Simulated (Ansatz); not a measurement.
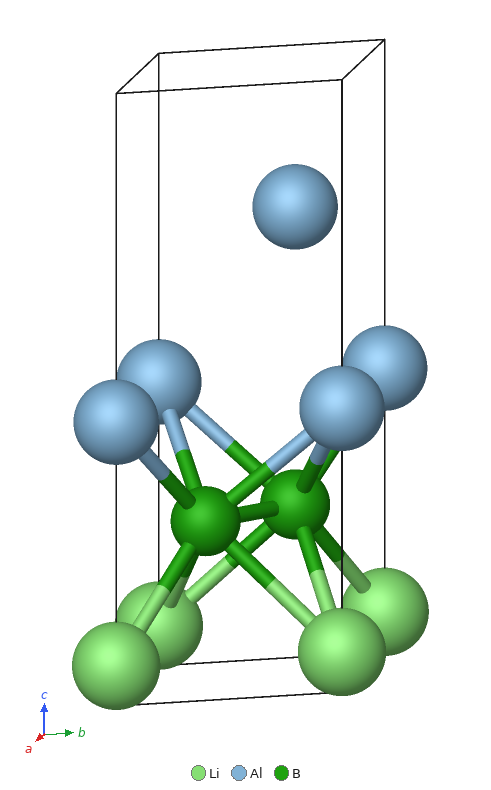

Structure drawing (ball-and-stick), viewed slightly off an axis. The parallelepiped is the simulation cell.

Input for the calculation:
```yaml
crystal:
  lattice:
    - [3.0028558832, 0.0, 0.0]
    - [-1.5014279416, 2.6005494787, 0.0]
    - [0.0, 0.0, 7.77834294]
  atoms:
    - { symbol: Li, position: [0.0, 0.0, 0.0655088848] }
    - { symbol: Al, position: [0.0, 0.0, 0.4634726644] }
    - { symbol: Al, position: [0.3333333333, 0.6666666667, 0.756184299] }
    - { symbol: B, position: [0.3333333333, 0.6666666667, 0.2702866086] }
    - { symbol: B, position: [0.6666666667, 0.3333333333, 0.2722246833] }
basis:
  ecutwfc: 420
kpoints:
  mp_grid: { grid: [12, 12, 6] }
  band_path:
    path:
      - [[0.0, 0.0, 0.0], [0.5, 0.0, 0.0], [0.33333333, 0.33333333, 0.0], [0.0, 0.0, 0.0], [0.0, 0.0, 0.5], [0.5, 0.0, 0.5], [0.33333333, 0.33333333, 0.5], [0.0, 0.0, 0.5]]
      - [[0.5, 0.0, 0.5], [0.5, 0.0, 0.0]]
      - [[0.33333333, 0.33333333, 0.5], [0.33333333, 0.33333333, 0.0]]
    npoints: 14
hamiltonian:
  xc: pbe
scf:
  occupations: { method: gaussian, width: 0.1 }
  n_extra_bands: 12
output:
  forces: true
  stress: true
  eigenvalues: true
  populations: true
  dos: { projected: true, de: 0.02, nscf_kmesh: { grid: [15, 15, 8] } }
  bader: true
  write_density: true
  write_potential: true
  elf: true
  volumetric_format: npy
```
Run as:
```sh
ansatz run input.yaml --threads 1 --pin off --max-ram 2048MiB --backend cpu --events-out ev --progress --plain --runs-dir out
```

Computational set-up: DFT PBE, scalar-relativistic, plane waves, PAW in Ansatz, a plane-wave cutoff of 420 eV, a 12×12×6 sampling of the Brillouin zone, Gaussian smearing of 0.1 eV, no spin polarisation.

Question: What net charge does each kind of atom have (Bader)?

Answer: Li +0.84 e; Al -0.29 to +1.35 e; B -0.98 to -0.92 e.

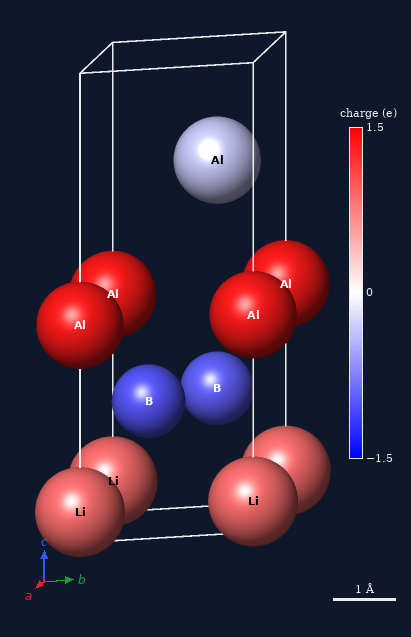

The atoms coloured by those charges.

The initial geometry was a structure type filled with these elements by a generator (whether the compound takes this form wasn't checked). Earlier steps of the study may have refined or changed the cell and positions. It was run through Ansatz as a DFT input.
